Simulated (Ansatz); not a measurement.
Where the default PAW files enter, the runs use the earlier of Ansatz's two default sets.

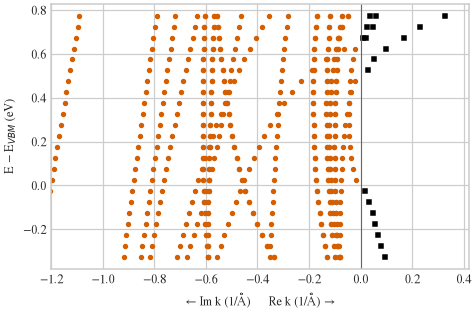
Figure: Complex bands at the centre of the two-dimensional zone; Ansatz (an electronic-structure program) with r2SCAN

The gap is the functional's own. No spin-orbit coupling. Mid-gap values are interpolated on the energy grid.

Q: This is Bi2Te3 (R-3m, 5 atoms a cell, 33.7 Å³ an atom, 2 GPa at this level) along the normal of (110). Read off the slowest decay at the centre of the two-dimensional zone at 0.23 eV, the computed energy nearest the middle of the gap.

A: κ ≈ 0.04 1/Å, a decay length 1/(2κ) of the density of 12 Å.
